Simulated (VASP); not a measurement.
Band structure of BaCa3O4 (ordered alloy cell). Calculation: PBE GGA, VASP's PBE PAW potentials (set 64) (plane waves; VASP).

Unless said otherwise, spin-orbit coupling is left out, though it shifts the bands of the heavy elements here.

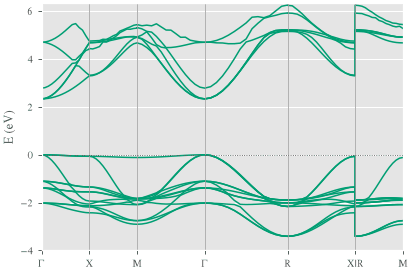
Fig. 1. Bands along high-symmetry lines, zero at the valence-band maximum or, without a gap, the Fermi level

Question: Read the plot: is there a gap, and where are the band edges?

Answer: The gap is direct, 2.34 eV, from the valence maximum at Γ to the conduction minimum at Γ. (Edges off the drawn lines would not show.)

The structure was generated: BaCa3O4 was put into an ordered model structure (Pm-3m), which need not be its known phase. It was relaxed first, which changed the volume by +7 %.
